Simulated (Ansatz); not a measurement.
**Lattice dynamics of BiSb (model cell, started as NiAs type)**

Aim: the phonons of BiSb (model cell, started as NiAs type) at a cell relaxed beforehand at this level. After the zone centre comes a 2×2×1 q mesh on a 10×10×6 k mesh.

Method: DFT PBEsol, scalar-relativistic, plane waves, PAW, in Ansatz 0.2.0.

The structure was built from a prototype and need not be the compound's stable phase.

### Step 1. The starting structure

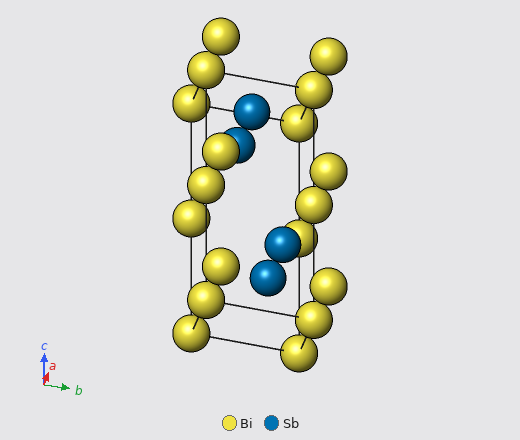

The cell as given, from a free direction (bismuth yellow, antimony blue). 2×1×1 cells are drawn. Some periodic images of atoms are drawn too.

### Step 2. Linear response at the zone centre

The cell comes from relaxations at this level that are not shown. The zone centre comes first: it holds the modes that light can see, as far as symmetry allows. No field response is asked, since the mesh shows no gap.

input.yaml

```yaml
crystal:
  lattice:
    - [4.3494389625, 0.0, 0.0]
    - [-2.1747194812, 3.7667246338, 0.0]
    - [0.0, 0.0, 7.7221516649]
  atoms:
    - { symbol: Bi, position: [0.0, 0.0, 0.0] }
    - { symbol: Bi, position: [0.0, 0.0, 0.5] }
    - { symbol: Sb, position: [0.3333333333, 0.6666666667, 0.25] }
    - { symbol: Sb, position: [0.6666666667, 0.3333333333, 0.75] }
kpoints:
  mp_grid: { grid: [10, 10, 6] }
hamiltonian:
  xc: pbesol
scf:
  occupations: { method: methfessel_paxton, width: 0.15 }
output:
  eigenvalues: true
phonons:
  method: dfpt
```

Launch:

```console
ansatz run input.yaml --threads 4 --pin off --max-ram 7168MiB --backend cpu --events-out ev --progress --plain --runs-dir out
```

Numbers of over 12 decimals in the logs are rounded to 6 here.

What it wrote:

```text
Engine: ansatz 0.2.0, aarch64-unknown-linux-gnu
Pseudopotentials: kind: paw
Pseudopotential: Bi, paw, valence charge 15, recommended cutoff 420 eV (normal), Bi.paw.azcp
Pseudopotential: Sb, paw, valence charge 15, recommended cutoff 420 eV (normal), Sb.paw.azcp
Functional definition: PBEsol
  exchange = pbesol_x
  correlation = pbesol_c
Crystal: 4 atoms, lattice volume = 126.513 Å³
Basis set: ecut = 420 eV, 2467 PW (Γ), exchange–correlation on 60×60×108 points (8 copies of the dense FFT grid, shifted against one another)
Bands: 36, of which v1, the nominal top of the filled ones, is band 30 counted from 1 (29 counted from 0)
Symmetry: 24 space group operations
k-points: 172 of 600 (irreducible under 2 space group operations, time reversal used)
Non-local potential: Bi, projectors of the file, l = 0: 2, l = 1: 2, l = 2: 2, l = 3: 2
Non-local potential: Sb, projectors of the file, l = 0: 2, l = 1: 2, l = 2: 2, l = 3: 2
PAW form: soft (Blöchl's): semilocal exchange-correlation on the pseudo side does not see the compensation charge
PAW frozen core: Bi, regenerated for the run's functional, and the local potential with it (the file was generated under x = pbe(κ = 0.804, μ = 0.219515), c = pbe(β = 0.066725))
PAW frozen core: Sb, regenerated for the run's functional, and the local potential with it (the file was generated under x = pbe(κ = 0.804, μ = 0.219515), c = pbe(β = 0.066725))
PAW one-centre angular grid: Bi, 590 points (default); XC on 64 Gauss nodes
PAW one-centre angular grid: Sb, 590 points (default); XC on 64 Gauss nodes
Initial density: superposition of atomic densities (neutral atoms: chi_scale 0, normalization atom), corrected by the library's trained network
Initial wavefunctions: pseudopotential atomic-orbital guess
Functional: x = pbesol(κ = 0.804, μ = 0.123457), c = pbesol(β = 0.046)
SCF iter   1: F=—  HF=-37299.877902 eV  |F-HF|=—  |Δ(HF+E_count)|=         —  Δρ=2.18e-3  dr2=5.55e-3  ethr=1.77e-3  ⟨swp⟩=6.4  Hψ=25406  notcnv=0
preconditioner: auto → Kerker (q_TF=auto, 2.409 Å⁻¹)  [metal: Δε(μ)=0.007 eV  Ē_g=7.969 eV  σ=0.150 eV  W_gap=0.04  n_scr=34 (ndim 8)  ℏωp=14.8 eV  f_vac=0.000  D(μ)=2.26/eV (n_scr^D=10)]
SCF iter   2: F=—  HF=-37299.874180 eV  |F-HF|=—  |Δ(HF+E_count)|=   3.72e-3  S|Δr|=    0.00e0  Δρ=1.48e-3  dr2=2.29e-3  ethr=9.25e-6  ⟨swp⟩=2.2  Hψ=11252  notcnv=0
SCF iter   3: F=—  HF=-37299.874174 eV  |F-HF|=—  |Δ(HF+E_count)|=   5.82e-6  S|Δr|=    0.00e0  Δρ=7.49e-4  dr2=4.05e-4  ethr=3.82e-6  ⟨swp⟩=2.0  Hψ=11174  notcnv=0
SCF iter   4: F=—  HF=-37299.873918 eV  |F-HF|=—  |Δ(HF+E_count)|=   2.56e-4  S|Δr|=    0.00e0  Δρ=2.22e-4  dr2=3.96e-5  ethr=6.76e-7  ⟨swp⟩=2.0  Hψ=11163  notcnv=0
SCF iter   5: F=—  HF=-37299.873907 eV  |F-HF|=—  |Δ(HF+E_count)|=   1.13e-5  S|Δr|=    0.00e0  Δρ=3.76e-5  dr2=2.20e-6  ethr=6.59e-8  ⟨swp⟩=2.0  Hψ=11142  notcnv=0
SCF iter   6: F=—  HF=-37299.873903 eV  |F-HF|=—  |Δ(HF+E_count)|=   4.25e-6  S|Δr|=    0.00e0  Δρ=1.55e-5  dr2=2.56e-7  ethr=3.67e-9  ⟨swp⟩=2.0  Hψ=11000  notcnv=0
SCF iter   7: F=—  HF=-37299.873903 eV  |F-HF|=—  |Δ(HF+E_count)|=   9.48e-8  S|Δr|=    0.00e0  Δρ=3.13e-6  dr2=1.69e-8  ethr=4.26e-10  ⟨swp⟩=2.0  Hψ=11181  notcnv=0
SCF iter   8: F=—  HF=-37299.873903 eV  |F-HF|=—  |Δ(HF+E_count)|=   2.25e-9  S|Δr|=    0.00e0  Δρ=1.57e-6  dr2=3.08e-9  ethr=2.81e-11  ⟨swp⟩=2.0  Hψ=7776  notcnv=0
SCF iter   9: F=—  HF=-37299.873903 eV  |F-HF|=—  |Δ(HF+E_count)|=  4.51e-10  S|Δr|=    0.00e0  Δρ=6.98e-7  dr2=4.21e-10  ethr=5.14e-12  ⟨swp⟩=2.0  Hψ=11194  notcnv=0
SCF iter  10: F=—  HF=-37299.873903 eV  |F-HF|=—  |Δ(HF+E_count)|=  2.04e-10  S|Δr|=    0.00e0  Δρ=1.33e-7  dr2=1.67e-11  ethr=1.00e-12  ⟨swp⟩=2.0  Hψ=10383  notcnv=0
SCF iter  11: F=-37299.873903 eV  HF=-37299.873903 eV  |F-HF|=0.00e0  |Δ(HF+E_count)|=  1.46e-11  S|Δr|=    0.00e0  Δρ=1.27e-8  dr2=1.34e-13  ethr=1.00e-12  ⟨swp⟩=9.9  Hψ=32740  notcnv=0
SCF 1 converged in 11 iterations: F = -37299.873903 eV  dr2 = 1.34e-13
  greatest PAW one-centre occupation: 0.996 electrons in one spin orbital (limit 2), on the Sb atom at site 3 (counted from 0), in its partial waves of l = 2
DFPT response loops at Γ: preconditioner auto → Kerker (q_TF=auto, 2.409 Å⁻¹) (partly filled bands, converged f_vac=0.000); β = 1.00, the filter's whole step (`scf.mixing.beta` (0.50) is not read by the response loops under this deck's `scf.mixing.preconditioner`; to damp them name `kerker` or `kerker_dos`, under which they read `scf.mixing.beta`, and type it under 1.00, their step now; both keys bind the ground state too); Broyden in place of MSR1
SCF converged after 11 iterations
Stability not checked: this state was not tested for a lower state beside it, because cold or Methfessel-Paxton smearing, or corrected tetrahedra, fill the levels in a way that the test cannot read (fill_not_monotonic; see scf.lower_state_search)
Free energy (F): -37299.873903 eV
Harris-Foulkes:  -37299.873903 eV  (|F-HF|=0.00e0)
Internal energy: -37299.870236 eV  (E = F + TS)
E sigma→0 (E₀):  -37299.872986 eV
Entropy (-TS):   -0.003667 eV (-0.917 meV/atom)
Fermi energy:    10.151993 eV
--- Per-component energies (eV) ---
  E_band       = -535.523144
  E_kinetic    = 1019.954897
  E_local      = -6201.001014  (includes V_loc(G=0)·N_el)
  E_nonlocal   = 1852.626055
  E_hartree    = 2418.679708
  E_xc         = -575.992729
  E_vxc        = -482.088631  (∫ρ·V_xc dr)
  E_paw        = -30018.042050  (= ΣΔE_a)
  E_vpaw       = -1562.372925  (= ΣTr[D̂ρ^β])
  E_aug_tail   = -0.000929  (compensation charges beyond the density's cutoff)
  E_ewald      = -5796.937392
  E_core_change = 0.843218  (= ΣΔE_core)
  E_smearing   = -0.003667  (= −TS)
  E_closure    = 0.000000  (closes the sum)
  Σ components = -37299.873903   (vs F -37299.873903, Δ=0.00e0)
--- Band table (eV; the first three rows and the last of 172) ---
  k-point 0: bands = [... 26 lower, 8.6370, 10.0613, 10.0613, 10.1742, 10.5387, 10.8589, 10.8589, 12.5074, ... 2 higher]
  k-point 1: bands = [... 26 lower, 8.6971, 9.7455, 9.8603, 9.8603, 11.0320, 11.0492, 11.0492, 12.3963, ... 2 higher]
  k-point 2: bands = [... 26 lower, 8.8728, 9.2508, 9.4980, 9.4980, 11.3975, 11.3975, 11.7148, 12.1185, ... 2 higher]
  k-point 171: bands = [... 26 lower, 6.8686, 7.3625, 8.4600, 9.2579, 11.1951, 11.7909, 12.7941, 13.4779, ... 2 higher]
--- Phonons (Γ-DFPT): 4 representative perturbations + reference, on 172 of 600 k-points (Σ response iterations 12) ---
  k mesh reduced under 2 symmetry operations, with k and −k counted as one. Each operation leaves every solved perturbation unchanged. A smaller set is not used because it would not reduce the number of displacements times k-points to solve
  ASR residual: 2.570e-5 → 0.000e0 eV/Å²; symmetrization residual: 9.700e-5 eV/Å²
  ASR residual per site (eV/Å²): 2.12e-5 2.12e-5 2.57e-5 2.57e-5
  Γ frequencies (cm⁻¹): -76.92 0.00 0.00 0.00 45.60 45.60 89.34 89.34 102.06 102.06 103.89 122.65
  non-analytic LO–TO correction: not included (Born effective charges unavailable; polar crystals: no LO–TO splitting at Γ)
```

It took 1.8 min on 4 threads of Arm Neoverse V2, shared host; peak memory 2.8 GiB.

The column dr2 measures how far the density is from self-consistency, as an energy; F and HF (Harris–Foulkes) agree once it is small.

This step gave:

* volume per atom: 31.63 Å³
* gap on the k-mesh: 0 eV
* sum-rule residual before enforcement: 2.57e-5 eV/Å²
* point group: 6/mmm
* highest optical mode at the zone centre (no LO-TO term): 122.7 cm⁻¹
* lowest optical zone-centre mode: -76.92 cm⁻¹

Patterns of degenerate modes are one choice out of their space. The modes at Γ (shares of kinetic energy by element, %) (negative means imaginary):

| mode | frequency (cm⁻¹) | symmetry | Bi % | Sb % |
| --- | --- | --- | --- | --- |
| 1 | -76.9 | A2u | 37 | 63 |
| 2 | 0.0 | acoustic | 63 | 37 |
| 3 | 0.0 | acoustic | 63 | 37 |
| 4 | 0.0 | acoustic | 63 | 37 |
| 5 | 45.6 | E2u | 100 | 0 |
| 6 | 45.6 | E2u | 100 | 0 |
| 7 | 89.3 | E1u | 37 | 63 |
| 8 | 89.3 | E1u | 37 | 63 |
| 9 | 102.1 | E2g | 0 | 100 |
| 10 | 102.1 | E2g | 0 | 100 |
| 11 | 103.9 | B2u | 100 | 0 |
| 12 | 122.7 | B1g | 0 | 100 |

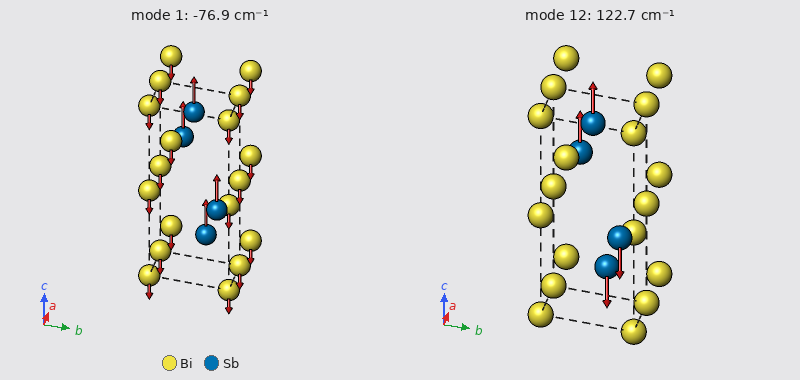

Displacement patterns of modes 1 and 12 at Γ; arrows are exaggerated. 2×1×1 cells are drawn. Some periodic images of atoms are drawn too.

Before it was imposed, the acoustic sum rule was missed by 2.6e-5 eV/Å². Small misses are needed for a sound result but don't prove that mesh and cutoff are converged. The lowest optical mode is imaginary, 76.9i cm⁻¹, so the energy falls along it.

### Step 3. Phonons on a q mesh

The mesh has a single point along some directions, so zone-edge points there are not solved. Linear response on a 2×2×1 q mesh gives force constants as far as a supercell of that size would.

Changes to input.yaml since step 2:

```diff
@@ -20 +20,9 @@
   method: dfpt
+  qmesh: [2, 2, 1]
+  temperatures: { t_max: 1000, t_step: 50 }
+  qpath:
+    path:
+      - [[0.0, 0.0, 0.0], [0.5, 0.0, 0.0], [0.33333333, 0.33333333, 0.0], [0.0, 0.0, 0.0], [0.0, 0.0, 0.5], [0.5, 0.0, 0.5], [0.33333333, 0.33333333, 0.5], [0.0, 0.0, 0.5]]
+      - [[0.5, 0.0, 0.5], [0.5, 0.0, 0.0]]
+      - [[0.33333333, 0.33333333, 0.5], [0.33333333, 0.33333333, 0.0]]
+    npoints: 10
```

What it wrote:

```text
[...]
Crystal: 4 atoms, lattice volume = 126.513 Å³
Basis set: ecut = 420 eV, 2467 PW (Γ), exchange–correlation on 60×60×108 points (8 copies of the dense FFT grid, shifted against one another)
Bands: 36, of which v1, the nominal top of the filled ones, is band 30 counted from 1 (29 counted from 0)
[... 1 set-up line as in the run before ...]
k-points: 56 of 600
[...]
SCF iter   1: F=—  HF=-37299.878275 eV  |F-HF|=—  |Δ(HF+E_count)|=         —  Δρ=2.16e-3  dr2=5.50e-3  ethr=1.77e-3  ⟨swp⟩=6.4  Hψ=8196  notcnv=0
[...]
SCF iter  11: F=-37299.873903 eV  HF=-37299.873903 eV  |F-HF|=1.46e-11  |Δ(HF+E_count)|=  2.91e-11  S|Δr|=    0.00e0  Δρ=2.48e-8  dr2=4.43e-13  ethr=1.00e-12  ⟨swp⟩=9.6  Hψ=10506  notcnv=0
SCF 1 converged in 11 iterations: F = -37299.873903 eV  dr2 = 4.43e-13
[...]
phonons: the bands overlap, so this run is a metal and interpolates without the dipole-dipole term. If the crystal is really an insulator or semiconductor, its LO-TO splitting is missing
NSCF: frozen V_eff on 56 k-points
[...]
DFPT response loops at q = (0, 0, 0) (fractional): preconditioner auto → Kerker (q_TF=auto, 2.409 Å⁻¹) (partly filled bands, converged f_vac=0.000); β = 1.00, the filter's whole step (`scf.mixing.beta` (0.50) is not read by the response loops under this deck's `scf.mixing.preconditioner`; to damp them name `kerker` or `kerker_dos`, under which they read `scf.mixing.beta`, and type it under 1.00, their step now; both keys bind the ground state too); Broyden in place of MSR1
[...]
SCF converged after 11 iterations
[...]
Free energy (F): -37299.873903 eV
[...]
Internal energy: -37299.870236 eV  (E = F + TS)
E sigma→0 (E₀):  -37299.872986 eV
Entropy (-TS):   -0.003667 eV (-0.917 meV/atom)
Fermi energy:    10.151993 eV
[...]
--- Band table (eV; the first three rows and the last of 56) ---
  k-point 0: bands = [... 26 lower, 8.6370, 10.0613, 10.0613, 10.1742, 10.5387, 10.8589, 10.8589, 12.5074, ... 2 higher]
  k-point 1: bands = [... 26 lower, 8.6971, 9.7455, 9.8603, 9.8603, 11.0320, 11.0492, 11.0492, 12.3963, ... 2 higher]
  k-point 2: bands = [... 26 lower, 8.8728, 9.2508, 9.4980, 9.4980, 11.3975, 11.3975, 11.7148, 12.1185, ... 2 higher]
  k-point 55: bands = [... 26 lower, 7.1988, 7.1988, 9.1203, 9.1203, 9.8438, 9.8438, 13.6959, 13.6959, ... 2 higher]
--- Phonons (Γ-DFPT): 4 representative perturbations + reference (Σ response iterations 12) ---
  ASR residual: 3.929e-5 → 0.000e0 eV/Å²; symmetrization residual: 6.076e-5 eV/Å²
  ASR residual per site (eV/Å²): 2.74e-5 2.74e-5 3.93e-5 3.93e-5
[...]
--- Phonons (arbitrary-q DFPT): 2 irreducible q on the 2×2×1 mesh ---
  q = [0.0000, 0.0000, 0.0000] (star 1, of the zone-centre solve; hermiticity 2.44e-5, symmetrization 1.31e-10): -76.92 -0.00 0.00 0.00 45.60 45.60 89.34 89.34 102.06 102.06 103.89 122.65
  q = [0.0000, -0.5000, 0.0000] (star 3, 6 solved perturbations in 888 linear systems a pass and spin channel, the states on 172 of 600 k-point pairs; hermiticity 1.96e-5, symmetrization 3.16e-10): -34.77 11.60 15.50 39.01 64.00 65.06 83.14 84.41 98.79 105.45 105.98 106.19
  sum rule: each row above includes the acoustic sum rule's correction from the zone centre's row sums; it moved no ω² by more than (0.30 cm⁻¹)²
  mesh force constants: q→R imaginary residual 2.21e-17; ASR residual 3.929e-5 → 0.000e0 eV/Å²; symmetrization residual 3.997e-15 eV/Å²
  interpolated dispersion: 93 rows × 12 modes
  density of states and harmonic sums: on the 16×16×8 q-mesh, interpolated from the force constants of a 2×2×1 supercell (no non-analytic term)
  largest difference from the sums on the solved wave vectors: F 2.54e-1 eV, S 3.80e-4 and C_V 1.27e-4 eV/K
  zero-point energy: 0.051152 eV/cell   skipped modes (ω ≤ 0): 53, of them read as no rigid motion or as one in doubt: 50 (2.891e-1 modes/cell left out, lowest -76.92 cm⁻¹)   left out of the sums: 2.42e-2 of the cell's modes: C_V's classical limit lies that fraction below 3 k_B per atom; for a crystal, a wire or a layer, F and S can be off by more, and a phonons.interpolated_qmesh denser along its periods is the remedy for the sampling
```

The job ended after 3.2 min (4 threads; peak memory 2.2 GiB).

This step gave:

```yaml
sum_rule_residual_before_enforcement: 3.93e-5 eV/Å²
lowest_mode_on_the_q_mesh_acoustic_modes_at_gamma_apart: -76.92 cm⁻¹
highest_frequency_at_a_solved_wavevector_no_lo_to_term_at_gamma: 122.7 cm⁻¹
```

Frequencies (cm⁻¹) solved at each irreducible wavevector; negative means imaginary. Frequencies by wavevector, by row:

| q in reciprocal lattice units | star | mode 1 | mode 2 | mode 3 | mode 4 | mode 10 | mode 11 | mode 12 |
| --- | --- | --- | --- | --- | --- | --- | --- | --- |
| 0 0 0 | 1 | -76.9 | 0 | 0 | 0 | 102.1 | 103.9 | 122.7 |
| 0 -0.5 0 | 3 | -34.8 | 11.6 | 15.5 | 39 | 105.5 | 106 | 106.2 |

Symmetry leaves 2 wavevectors to solve. The lowest mode among them, the acoustic zeros apart, lies at Γ and is imaginary, 76.9i cm⁻¹, so the energy falls along it.

### Step 4. Isotope substitution

An isotope changes the mass and not the force constants, so no new electronic calculation is needed; the shifts show which modes move this element.

The same force constants with the mass of Sb changed from 121.760 to 122.904 u (phonopy, no LO-TO term). Both lists are sorted by frequency; levels can cross, so a row need not hold one and the same mode. Modes under 3 cm⁻¹ are left out. Isotope shifts, by row:

| q | rank | natural mass (cm⁻¹) | changed mass (cm⁻¹) |
| --- | --- | --- | --- |
| 0 0 0 | 1 | -76.92 | -76.7 |
| 0 0 0 | 5 | 45.6 | 45.6 |
| 0 0 0 | 6 | 45.6 | 45.6 |
| 0 0 0 | 7 | 89.34 | 89.08 |
| 0 0 0 | 8 | 89.34 | 89.08 |
| 0 0 0 | 9 | 102.1 | 101.6 |
| 0 0 0 | 10 | 102.1 | 101.6 |
| 0 0 0 | 11 | 103.9 | 103.9 |
| 0 0 0 | 12 | 122.7 | 122.1 |
| 0 -0.5 0 | 1 | -34.77 | -34.65 |
| 0 -0.5 0 | 2 | 11.6 | 11.59 |
| 0 -0.5 0 | 3 | 15.5 | 15.49 |
| 0 -0.5 0 | 4 | 39.01 | 38.96 |
| 0 -0.5 0 | 5 | 64 | 64 |
| 0 -0.5 0 | 6 | 65.06 | 65.06 |
| 0 -0.5 0 | 7 | 83.14 | 82.84 |
| 0 -0.5 0 | 8 | 84.41 | 84.33 |
| 0 -0.5 0 | 9 | 98.79 | 98.32 |
| 0 -0.5 0 | 10 | 105.5 | 105 |
| 0 -0.5 0 | 11 | 106 | 105.5 |
| 0 -0.5 0 | 12 | 106.2 | 105.9 |

A mode of this element alone would shift by -0.47 %. The highest zone-centre frequency without the field goes from 122.7 to 122.1 cm⁻¹ (-0.5 %).

### Step 5. Outcome

```yaml
space_group_within_0p01_a: P6_3/mmc
volume_per_atom: 31.6 Å³
electronic_character: no gap on this mesh
highest_optical_mode_at_the_zone_centre_no_lo_to_term: 123 cm⁻¹
lowest_optical_zone_centre_mode: -76.9 cm⁻¹
lowest_mode_on_the_q_mesh_acoustic_modes_at_gamma_apart: -76.9 cm⁻¹
imaginary_modes_on_the_2x2x1_q_mesh: yes
```

In words: Modes are clearly imaginary (beyond 10i cm⁻¹) at 2 of the 2 irreducible wavevectors, most at Γ (76.9i cm⁻¹), so this structure is not a minimum of the energy. The optical modes at Γ span -77 to 123 cm⁻¹ (negative means imaginary). The highest mode in this list at Γ, 122.7 cm⁻¹, is mostly motion of Sb (100 % of the kinetic energy). The q mesh is too sparse to interpolate, so only the solved wavevectors are given. With no gap, or one that is small against the smearing, the frequencies hang on the k mesh and the smearing, most of all near Kohn anomalies. Spin-orbit coupling is left out, which can matter for the heavy elements here. The starting cell was built on a prototype and not taken from a measurement, so the phase need not exist. These are harmonic frequencies at zero temperature: anharmonic shifts, linewidths and thermal expansion are left out.

[Logs are printed without paths, hosts, clocks, repeated set-up lines and the standing remarks that a program may print on its own settings, such as how far it seeks lower states.]

[Hosts, paths, dates, database ids (printed as entryN), source tags and the programs' standing remarks are cut or masked in the printed files.]
